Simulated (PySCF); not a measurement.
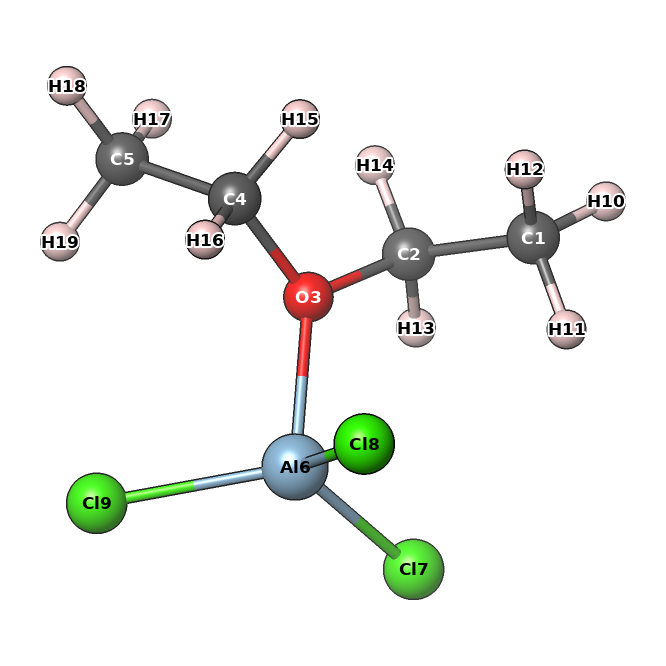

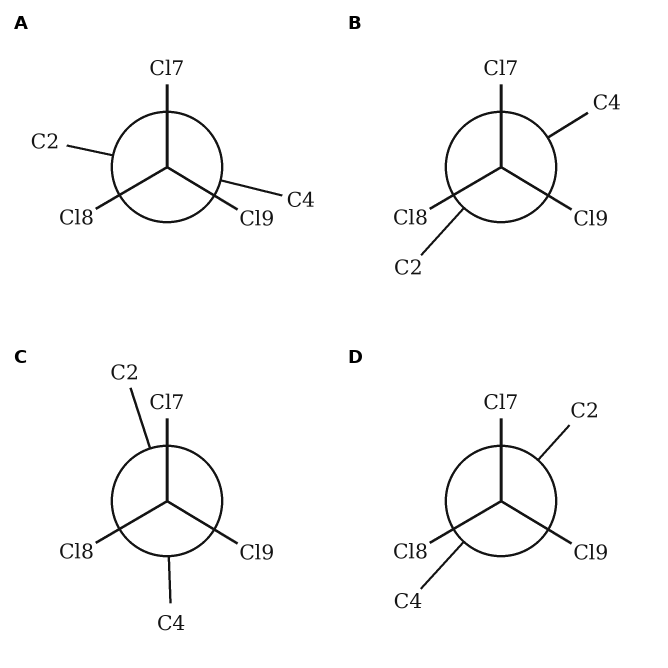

Depth is shown by fading: the farther an atom, the more it takes the colour of the background. Bonds that would overlap in a projection are set slightly apart. The geometry was computed by an optimisation with PBE0-D3(BJ)/def2-SVP. No frequency run is at hand to confirm it as a minimum.

> Which Newman projection shows the view along Al6–O3, with Al6 in front?

C. The torsion angle Cl7–Al6–O3–C2 is −18°, synperiplanar.
